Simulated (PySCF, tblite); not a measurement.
# C₁₂H₁₀OS: excited states

What do calculations give for the excited states of C₁₂H₁₀OS (`CC(=O)C1=C/C(=C/c2cccs2)C=C1`)?

Computed with tblite 0.8.0 and PySCF 2.14.0 and routines of our own; the level stands in each step. Atoms count from 0.

### Step 1. The starting structure

24 atoms, charge 0, multiplicity 1; geometry from: force field or distance geometry start.

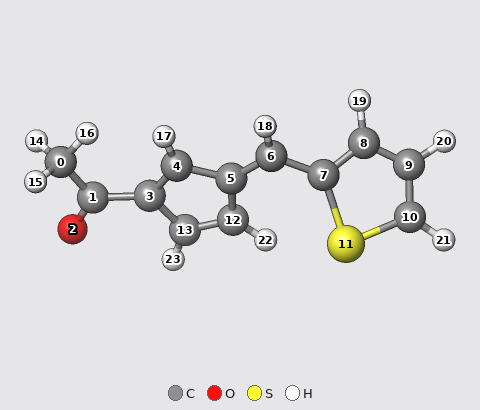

The starting geometry (carbon grey, oxygen red, sulfur yellow, hydrogen white).

### Step 2. Geometry optimisation with GFN2-xTB

The job: settings as JSON, then the geometry in Å.

```
{"job": {"kind": "relax", "xc": "GFN2-xTB", "basis": "xTB"}, "charge": 0, "multiplicity": 1}
C     -4.431700     0.892500    -0.198000
C     -3.675900    -0.370000    -0.105100
O     -4.282500    -1.464100    -0.055100
C     -2.198300    -0.329000    -0.049500
C     -1.422700     0.740100    -0.052000
C     -0.034600     0.258700     0.010800
C      1.059500     1.031300     0.009200
C      2.369700     0.344400     0.095900
C      3.435200     0.703300    -0.658100
C      4.563100     0.002700    -0.501400
C      4.529500    -1.019300     0.395900
S      2.868600    -1.139100     1.172900
C     -0.090800    -1.192200     0.086300
C     -1.363200    -1.550700     0.042000
H     -5.078800     0.786800    -1.103000
H     -5.058400     1.110700     0.700000
H     -3.692500     1.722700    -0.386900
H     -1.685600     1.773200    -0.117200
H      0.970600     2.091900    -0.034500
H      3.370700     1.559500    -1.370300
H      5.491000     0.237800    -1.072900
H      5.369600    -1.669200     0.638400
H      0.713100    -1.916600     0.149500
H     -1.737200    -2.585600     0.077800
```

On the command line:

```sh
$ OMP_NUM_THREADS=1 python excited_run.py task.json out
```

The driver reads the jobs from task.json and runs them one after another.

The log of the run:

```text
step      E/eV     max force
  0   -1033.61512    4.256
  1   -1034.09969    3.233
  2   -1034.32041    1.334
  3   -1034.44960    1.022
  4   -1034.51794    0.690
  5   -1034.59035    0.665
  6   -1034.62525    0.561
  7   -1034.65624    0.403
  8   -1034.67160    0.254
  9   -1034.68074    0.226
 10   -1034.68778    0.236
 11   -1034.69478    0.274
 12   -1034.70038    0.208
 13   -1034.70508    0.165
 14   -1034.71023    0.229
 15   -1034.71614    0.236
 16   -1034.72153    0.227
 17   -1034.72577    0.132
 18   -1034.72934    0.151
 19   -1034.73260    0.141
 20   -1034.73538    0.139
 21   -1034.73749    0.098
 22   -1034.73911    0.114
 23   -1034.74064    0.115
 24   -1034.74250    0.143
 25   -1034.74499    0.144
 26   -1034.74822    0.154
 27   -1034.75202    0.157
 28   -1034.75611    0.129
 29   -1034.76020    0.115
 30   -1034.76416    0.134
 31   -1034.76814    0.129
 32   -1034.77170    0.127
 33   -1034.77471    0.118
 34   -1034.77770    0.116
 35   -1034.78065    0.119
 36   -1034.78312    0.117
 37   -1034.78521    0.101
 38   -1034.78704    0.092
 39   -1034.78881    0.107
 40   -1034.79070    0.091
 41   -1034.79325    0.100
 42   -1034.79702    0.152
 43   -1034.80209    0.181
 44   -1034.80647    0.158
 45   -1034.81082    0.123
 46   -1034.81472    0.186
 47   -1034.81944    0.178
 48   -1034.82434    0.178
 49   -1034.82893    0.135
 50   -1034.83241    0.158
 51   -1034.83619    0.134
 52   -1034.83863    0.097
 53   -1034.84033    0.090
 54   -1034.84144    0.092
 55   -1034.84312    0.096
 56   -1034.84469    0.101
 57   -1034.84695    0.107
 58   -1034.84927    0.129
 59   -1034.85198    0.132
 60   -1034.85459    0.133
 61   -1034.85659    0.102
 62   -1034.85776    0.062
 63   -1034.85850    0.058
 64   -1034.85912    0.067
 65   -1034.85979    0.074
 66   -1034.86049    0.055
 67   -1034.86123    0.052
 68   -1034.86159    0.048
 69   -1034.86228    0.057
 70   -1034.86293    0.050
 71   -1034.86369    0.057
 72   -1034.86442    0.055
 73   -1034.86520    0.062
 74   -1034.86602    0.062
 75   -1034.86680    0.054
 76   -1034.86744    0.061
 77   -1034.86800    0.066
 78   -1034.86867    0.066
 79   -1034.86954    0.065
 80   -1034.87059    0.067
 81   -1034.87156    0.086
 82   -1034.87257    0.098
 83   -1034.87364    0.098
 84   -1034.87525    0.084
 85   -1034.87654    0.072
 86   -1034.87760    0.069
 87   -1034.87826    0.064
 88   -1034.87901    0.059
 89   -1034.88010    0.058
 90   -1034.88087    0.068
 91   -1034.88176    0.076
 92   -1034.88265    0.063
 93   -1034.88378    0.068
 94   -1034.88486    0.069
 95   -1034.88572    0.066
 96   -1034.88632    0.087
 97   -1034.88745    0.068
 98   -1034.88884    0.049
 99   -1034.88990    0.056
100   -1034.89044    0.048
101   -1034.89085    0.041
102   -1034.89119    0.035
103   -1034.89142    0.035
104   -1034.89168    0.032
105   -1034.89196    0.038
106   -1034.89232    0.041
107   -1034.89287    0.057
108   -1034.89378    0.081
109   -1034.89510    0.078
110   -1034.89676    0.082
111   -1034.89822    0.083
112   -1034.89767    0.213
113   -1034.89995    0.084
114   -1034.90048    0.054
115   -1034.90114    0.045
116   -1034.90152    0.038
117   -1034.90188    0.040
118   -1034.90231    0.040
119   -1034.90273    0.035
120   -1034.90308    0.043
121   -1034.90339    0.052
122   -1034.90376    0.050
123   -1034.90421    0.054
124   -1034.90479    0.059
125   -1034.90539    0.053
126   -1034.90593    0.037
127   -1034.90618    0.036
128   -1034.90642    0.026
129   -1034.90661    0.027
130   -1034.90686    0.029
131   -1034.90713    0.033
132   -1034.90739    0.030
133   -1034.90759    0.034
134   -1034.90777    0.037
135   -1034.90796    0.035
136   -1034.90815    0.027
137   -1034.90830    0.019
138   -1034.90840    0.017
139   -1034.90846    0.015
140   -1034.90852    0.014
141   -1034.90857    0.015
142   -1034.90862    0.014
143   -1034.90865    0.012
144   -1034.90868    0.011
145   -1034.90871    0.011
146   -1034.90872    0.010
147   -1034.90874    0.010
```

Run time: 3 s. Hardware: 1 thread of Arm Neoverse N1, shared host; peak memory 0.18 GiB.

The steps of the relaxation: (not every step is listed)

```
step  energy from step 0 (eV)  largest force (eV/Å)
   0                   0.0000                4.2563
   1                  -0.4846                3.2326
   2                  -0.7053                1.3338
   3                  -0.8345                1.0216
   4                  -0.9028                0.6898
   5                  -0.9752                0.6648
   6                  -1.0101                0.5605
   7                  -1.0411                0.4035
   8                  -1.0565                0.2537
  21                  -1.1224                0.0980
  34                  -1.1626                0.1158
  47                  -1.2043                0.1782
  60                  -1.2395                0.1334
  73                  -1.2501                0.0619
  86                  -1.2625                0.0685
  99                  -1.2748                0.0564
 112                  -1.2826                0.2128
 125                  -1.2903                0.0526
 138                  -1.2933                0.0172
 142                  -1.2935                0.0142
 143                  -1.2935                0.0121
 144                  -1.2936                0.0108
 145                  -1.2936                0.0110
 146                  -1.2936                0.0103
 147                  -1.2936                0.0099
```

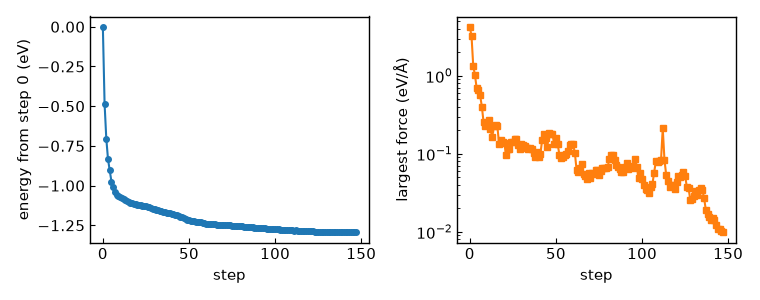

Energy and force, step by step.

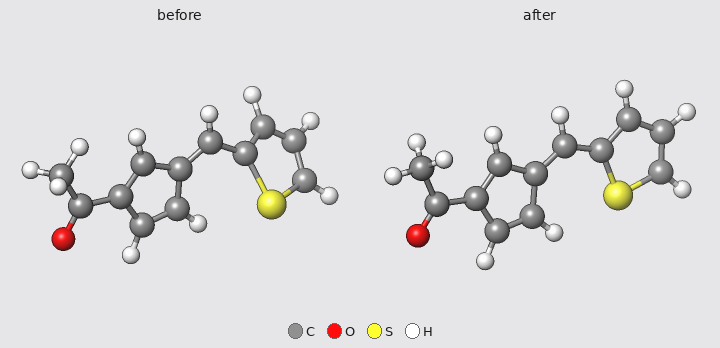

The geometry before (left) and after (right).

Close pairs (by a distance rule), those that changed most:

```
   bond  before (Å)  after (Å)  change (Å)
 C7–S11       1.900      1.743      -0.157
C10–S11       1.838      1.710      -0.127
  C6–C7       1.482      1.418      -0.064
  C8–C9       1.337      1.400      +0.063
  C3–C4       1.321      1.361      +0.040
 C8–H19       1.116      1.076      -0.040
 C0–H16       1.128      1.088      -0.040
 C9–H20       1.115      1.075      -0.040
```

The end geometry stands in the next job.

### Step 3. Infrared spectrum with GFN2-xTB

The job: settings as JSON, then the geometry in Å.

```
{"job": {"kind": "ir", "xc": "GFN2-xTB", "basis": "xTB"}, "charge": 0, "multiplicity": 1}
C     -4.336008     1.039214    -0.258050
C     -3.774977    -0.352533    -0.063457
O     -4.492305    -1.324634     0.050371
C     -2.314798    -0.448598    -0.018954
C     -1.387043     0.525789    -0.225727
C     -0.067424    -0.057124    -0.085507
C      1.080265     0.653257    -0.249929
C      2.429017     0.226930    -0.150513
C      3.530729     1.033940    -0.363056
C      4.751983     0.368824    -0.200782
C      4.588536    -0.942339     0.137956
S      2.941772    -1.387241     0.261607
C     -0.276693    -1.459661     0.229935
C     -1.601781    -1.692019     0.263794
H     -5.421877     1.002774    -0.229479
H     -3.970996     1.698561     0.526148
H     -4.014131     1.434238    -1.219035
H     -1.556907     1.559341    -0.462386
H      0.975333     1.704274    -0.499274
H      3.444910     2.072394    -0.630289
H      5.712252     0.835491    -0.327231
H      5.347095    -1.677174     0.323005
H      0.504766    -2.174445     0.400192
H     -2.103453    -2.619492     0.465148
```

The log of the run:

```text
mode    cm-1     km/mol
  1      35.3      1.37
  2      40.5      0.73
  3      60.2      2.26
  4      84.7      1.70
  5     137.0      0.51
  6     147.4      0.24
  7     150.6      1.97
  8     213.3      1.20
  9     266.3      1.73
 10     282.8      1.39
 11     321.2      1.01
 12     381.1      1.05
 13     460.1      0.53
 14     499.0      2.48
 15     509.4      5.14
 16     550.4      1.17
 17     590.5      4.25
 18     603.1      1.65
 19     623.5     41.88
 20     647.7      1.87
 21     669.2      7.04
 22     733.8      7.72
 23     743.2     17.99
 24     756.6     15.56
 25     776.0      0.01
 26     810.3     11.27
 27     811.6      9.53
 28     854.0      1.66
 29     859.1     30.59
 30     860.4      4.32
 31     871.8      4.39
 32     897.5      4.55
 33     952.2     23.24
 34     977.4     94.75
 35     987.3     22.20
 36    1072.8     27.81
 37    1077.8     19.51
 38    1083.8      6.35
 39    1092.2     16.31
 40    1142.6    107.60
 41    1181.3      8.64
 42    1214.9     84.10
 43    1234.3     40.20
 44    1252.4     37.94
 45    1315.3      8.78
 46    1332.2     21.65
 47    1364.8     35.30
 48    1376.0      4.11
 49    1416.3    313.21
 50    1460.8      5.02
 51    1465.3      9.37
 52    1510.0    129.45
 53    1533.7    256.08
 54    1580.7    111.18
 55    1610.1    118.13
 56    1712.9    445.40
 57    3028.5     15.64
 58    3030.3     16.54
 59    3032.6      5.22
 60    3054.8     21.14
 61    3125.8      9.35
 62    3136.6     25.11
 63    3143.2     25.01
 64    3151.7      6.79
 65    3162.8      2.31
 66    3165.3     25.56
```

Run time: 2.7 s. Hardware: 1 thread of Arm Neoverse N1, shared host; peak memory 0.18 GiB.

Which atoms move in the most intense modes:

```
cm⁻¹  km/mol                                 atoms
 977    94.8  H16 22 %, C0 21 %, C1 14 %, H14 11 %
1143   107.6           H17 32 %, C5 14 %, H22 12 %
1416   313.2   C9 33 %, C7 20 %, C8 16 %, C10 16 %
1510   129.4   C9 23 %, C7 18 %, C10 17 %, C8 16 %
1534   256.1  C4 20 %, C3 20 %, C12 18 %, C13 11 %
1581   111.2  C13 34 %, C12 25 %, C3 21 %, C4 12 %
1610   118.1                      C5 44 %, C6 40 %
1713   445.4                      C1 61 %, O2 37 %
```

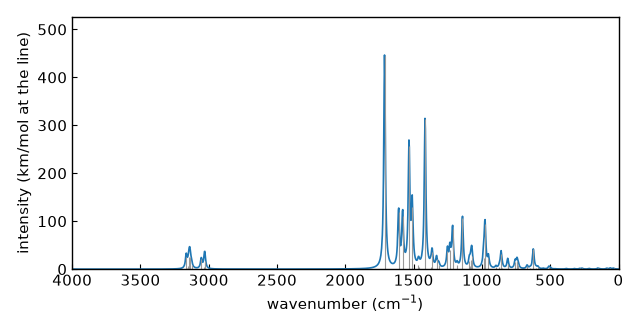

The infrared spectrum from these modes, unscaled. Lines are broadened to a width of 14 cm⁻¹ (Lorentzian).

### Step 4. Excited states: TDA B3LYP/def2-SVP

The job, as its differences from that of step 3:

```diff
@@ -1,2 +1,2 @@
-{"job": {"kind": "ir", "xc": "GFN2-xTB", "basis": "xTB"}, "charge": 0, "multiplicity": 1}
+{"job": {"kind": "states", "xc": "B3LYP", "basis": "def2-SVP", "tda": true, "soc": true, "nstates": 6, "ntriplets": 4, "nquad": 4}, "charge": 0, "multiplicity": 1}
 C     -4.336008     1.039214    -0.258050
```

Level: TDA B3LYP/def2-SVP excited states, vertical, gas phase, spin-orbit mean-field couplings.

The log of the run:

```text
coarse grid: 21944 points
cycle   1  E = -935.8179988620  dE =  2.596e+00  |g| = 9.119e-01  |ddm| = 6.281e+00
cycle   2  E = -933.3148761206  dE =  2.503e+00  |g| = 2.601e+00  |ddm| = 3.522e+00
cycle   3  E = -935.7837901267  dE = -2.469e+00  |g| = 8.449e-01  |ddm| = 3.384e+00
cycle   4  E = -935.9978116211  dE = -2.140e-01  |g| = 2.330e-01  |ddm| = 1.050e+00
cycle   5  E = -936.0023502084  dE = -4.539e-03  |g| = 2.029e-01  |ddm| = 4.758e-01
cycle   6  E = -936.0135353037  dE = -1.119e-02  |g| = 6.186e-02  |ddm| = 2.914e-01
cycle   7  E = -936.0144674666  dE = -9.322e-04  |g| = 1.965e-02  |ddm| = 1.010e-01
cycle   8  E = -936.0145538102  dE = -8.634e-05  |g| = 1.003e-02  |ddm| = 3.384e-02
cycle   9  E = -936.0145793260  dE = -2.552e-05  |g| = 2.817e-03  |ddm| = 1.422e-02
cycle  10  E = -936.0145810239  dE = -1.698e-06  |g| = 1.224e-03  |ddm| = 4.350e-03
final grid: 211176 points
cycle  11  E = -936.1640936043  dE = -6.141e-05  |g| = 7.879e-03  |ddm| = 7.536e-02
cycle  12  E = -936.1640629369  dE =  3.067e-05  |g| = 1.348e-02  |ddm| = 2.469e-02
cycle  13  E = -936.1641086859  dE = -4.575e-05  |g| = 2.724e-03  |ddm| = 1.908e-02
cycle  14  E = -936.1641105063  dE = -1.820e-06  |g| = 4.266e-04  |ddm| = 4.124e-03
cycle  15  E = -936.1641105445  dE = -3.815e-08  |g| = 2.183e-04  |ddm| = 8.186e-04
cycle  16  E = -936.1641105559  dE = -1.140e-08  |g| = 9.530e-05  |ddm| = 3.616e-04
cycle  17  E = -936.1641105583  dE = -2.436e-09  |g| = 2.251e-05  |ddm| = 1.341e-04
cycle  18  E = -936.1641105584  dE = -1.089e-10  |g| = 8.418e-06  |ddm| = 3.394e-05
converged SCF energy = -936.1641105584

Singlet excitations
state   eV       nm        f     d(h-e)  d(exc)  Lambda  PR(NTO)  |dmu|/D   mu/D   main configurations
  1   2.7695   447.7   0.00564   2.281   4.081   0.604   1.020    4.758    1.998   H->L 0.97
  2   2.8965   428.0   0.00044   4.105   5.340   0.292   1.002   10.801    6.026   H-2->L 0.95
  3   3.8316   323.6   1.04654   1.348   4.278   0.762   1.111    2.849    8.614   H-1->L 0.83, H-3->L 0.09
  4   4.3726   283.5   0.22432   2.530   4.548   0.505   1.134    5.966   11.624   H-3->L 0.84
  5   4.5408   273.0   0.00028   2.327   4.139   0.393   1.004                     H-2->L+1 0.77, H-2->L+2 0.16
  6   4.8918   253.5   0.06615   0.331   4.669   0.676   2.133                     H-4->L 0.43, H->L+1 0.43

Triplet excitations (Tamm-Dancoff)
state   eV     d(h-e)  d(exc)  Lambda  PR(NTO)   main configurations
  1   1.9488   1.531   3.612   0.604   1.025   H->L 0.95
  2   2.0102   0.137   3.877   0.805   1.041   H-1->L 0.96
  3   2.6487   3.442   4.878   0.300   1.004   H-2->L 0.86, H-2->L+1 0.11
  4   3.5350   1.981   3.919   0.473   1.013   H-3->L 0.94
S1 - T1 = 0.8207 eV

Spin-orbit couplings |<S|Hso|T>| (cm-1)
             T1       T2       T3       T4
S0        0.155    0.775   34.902    0.710
S1        0.461    0.619    8.316    0.140
S2       10.555    9.411    0.417    1.184
S3        0.067    0.367    8.177    0.116
S4        0.098    0.041    4.789    0.095
S5        0.343    1.185    0.277    0.808
S6        0.072    0.488    6.684    0.552
T1 sublevels (cm-1): 0.000 0.000 0.005   radiative rates (1/s): 0.000106 0.00042 0.0466
```

Run time: 2.9 min. Hardware: 1 thread of Arm Neoverse N1, shared host; peak memory 1 GiB.

In short:

```
  quantity    value
S1 less T1  0.82 eV
```

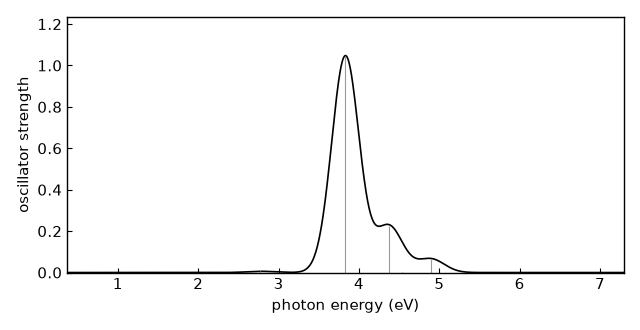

Absorption lines of the singlets. Lines are broadened to a width of 0.40 eV (Gaussian).

### Step 5. Results

```
                                 quantity                  value
strongest single infrared mode (GFN2-xTB)  1713 cm⁻¹, 445 km/mol
             zero-point energy (GFN2-xTB)         111.8 kcal/mol
  S1 less T1 (step 4, TDA B3LYP/def2-SVP)                0.82 eV
```

What this shows: All 66 modes are real, so the xTB geometry is a minimum. The strongest single mode, at 1713 cm⁻¹, moves mainly C1 and O2. Unscaled tight-binding wavenumbers are off by several per cent, some by more. Its intensities can rank the bands wrongly. In step 4, the number of triplets below S1 is 3, and the largest singlet-triplet spin-orbit coupling is S0–T3, 34.90 cm⁻¹.
